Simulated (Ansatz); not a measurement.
# CH2B (quartet): trial inputs and their diagnosis at distance B1–H3 = 4.097 Å

3 inputs are run for CH2B (quartet) as typed; the log has to tell whether the result can be used and what must change.

Computed with Ansatz 0.2.0, Gaussian basis. Level: the settings change from run to run.

16 further runs of the same task are left out: 1 for a mislabelled method, 11 that didn't finish, 4 set aside as unsound or not needed.

### Step 1. The geometry

The geometry derives from a PBE0/def2-TZVP stationary point (not a proven minimum). One bond is set to the value named and the two fragments are kept rigid.

4 atoms, charge 0, spin multiplicity 4.

Atoms are counted from 1 here; the program's logs count them from 0.

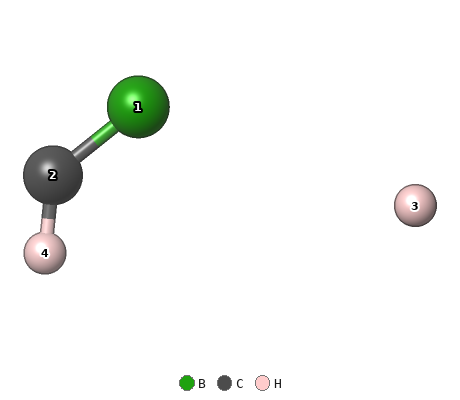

The structure; boron green, carbon dark grey, hydrogen pink; atoms are numbered from 1 in the order of the file.

### Step 2. Input 1

Input file in.yaml:

```yaml
crystal:
  periodic: [false, false, false]
  atoms:
    - {symbol: B, position_ang: [0.000000, -0.202371, 0.737052]}
    - {symbol: C, position_ang: [0.000000, -0.142113, -0.788598]}
    - {symbol: H, position_ang: [0.000000, 3.200900, 3.018095]}
    - {symbol: H, position_ang: [0.000000, 0.663137, -1.526592]}
basis:
  gaussian: {orbitals: x2c-TZVPPall, point_charges: [{charge: -1.00, position_ang: [3.351, -0.667, 0.762]}]}
magnetization: {spin_polarized: false, initial_magnetization: 3}
hamiltonian: {xc: pbe0}
correlation: {method: fic_mrcisd_q, electrons: outside_noble_gas, active_space: {window: {electrons: 5, orbitals: 5}}}
accuracy: high
```

On the command line:

```sh
$ ansatz run in.yaml --threads 1 --pin off --events-out ev --progress --plain --max-ram 2393MiB
```

The program printed:

```text
Error: invalid value for `correlation.active_space`: it starts from restricted Hartree–Fock orbitals; set hamiltonian.xc: hf without magnetization.spin_polarized
```

It took 0.03 s on 1 thread of Arm Neoverse V2, shared host.

Diagnosis: The run was refused. An active space is asked on a functional's orbitals. Fix: start from Hartree-Fock.

### Step 3. Input 2

Input file in.yaml:

```yaml
crystal:
  periodic: [false, false, false]
  atoms:
    - {symbol: B, position_ang: [0.000000, -0.202371, 0.737052]}
    - {symbol: C, position_ang: [0.000000, -0.142113, -0.788598]}
    - {symbol: H, position_ang: [0.000000, 3.200900, 3.018095]}
    - {symbol: H, position_ang: [0.000000, 0.663137, -1.526592]}
basis:
  gaussian: {orbitals: "6-31G*"}
magnetization: {spin_polarized: true, initial_magnetization: 4}
hamiltonian: {xc: {name: PBE}}
correlation: {method: bccd, electrons: outside_noble_gas, diis_vectors: 4}
scf: {lower_state_search: full}
```

The command is unchanged.

The program printed:

```text
Error: a molecule whose nuclei and cores have a total charge of 13 cannot have a net charge of 0 together with 4 unpaired electrons
```

Run time: 0.03 s. Hardware: 1 thread of Arm Neoverse V2, shared host.

Diagnosis: The run was refused. The number of unpaired electrons doesn't fit the electron count. Fix: make charge and initial_magnetization agree.

### Step 4. Input 3

Input file in.yaml:

```yaml
crystal:
  periodic: [false, false, false]
  atoms:
    - {symbol: B, position_ang: [0.000000, -0.202371, 0.737052]}
    - {symbol: C, position_ang: [0.000000, -0.142113, -0.788598]}
    - {symbol: H, position_ang: [0.000000, 3.200900, 3.018095]}
    - {symbol: H, position_ang: [0.000000, 0.663137, -1.526592]}
basis:
  gaussian: {orbitals: cc-pVDZ}
magnetization: {spin_polarized: false, initial_magnetization: 3}
correlation: {active_space: {window: {electrons: 5, orbitals: 5}, states: [{multiplicity: 4, weights: [0]}]}}
```

Same command.

The program printed:

```text
Error: set 0 asks for 1 states and needs as many positive weights; it has [0.0]
```

It took 0.03 s on 1 thread of Arm Neoverse V2, shared host.

Diagnosis: The run was refused. The list of states asked for (weights, spin or count) can't be met. To mend it, mend what the message names.

### Step 5. How the runs ended

| input | level | ended | cause | time |
| --- | --- | --- | --- | --- |
| 1 | MRCISD+Q(5,5)/x2c-TZVPPall | refused | an active space is asked on a functional's orbitals | 0.03 s |
| 2 | BCCD/6-31G* | refused | the number of unpaired electrons doesn't fit the electron count | 0.03 s |
| 3 | CASSCF(5,5)/cc-pVDZ | refused | the list of states asked for (weights, spin or count) can't be met | 0.03 s |

3 refused.
